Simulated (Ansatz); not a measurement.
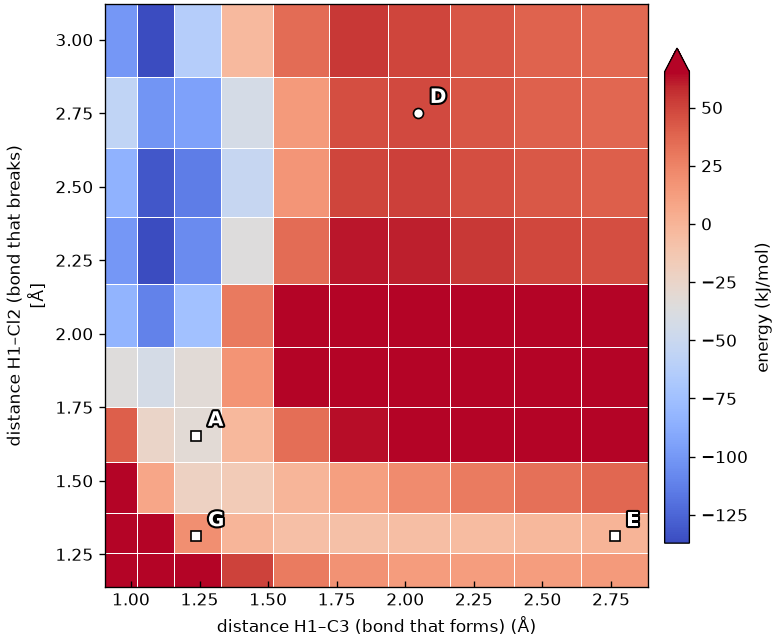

The reacting system C₂H₄Cl (fragments ClH + C₂H₃ where the first distance is long, C₂H₄Cl where the second is long), spin multiplicity 2. The first coordinate is: distance H1–C3 (bond that forms); the second: distance H1–Cl2 (bond that breaks). Relaxed at each point: all other coordinates. The grid has 10 × 10 points. Points are written as (first, second). All energies are given in kJ/mol relative to a guessed transition structure relaxed with its forming and breaking bonds held. Energies and slopes of some neighbouring points disagree (a jump in structure or state, or too coarse a mesh). Level of theory: Ansatz 0.2.0, UKS PBE0-D4/def2-SVP.

The picture shows one coloured cell a grid point, one colour for all values above the top of the scale, lettered points.

Q: Rank the lettered points by energy, lowest first.

A: A (−32 kJ/mol), E (−0.14 kJ/mol), G (20 kJ/mol), D (49 kJ/mol).
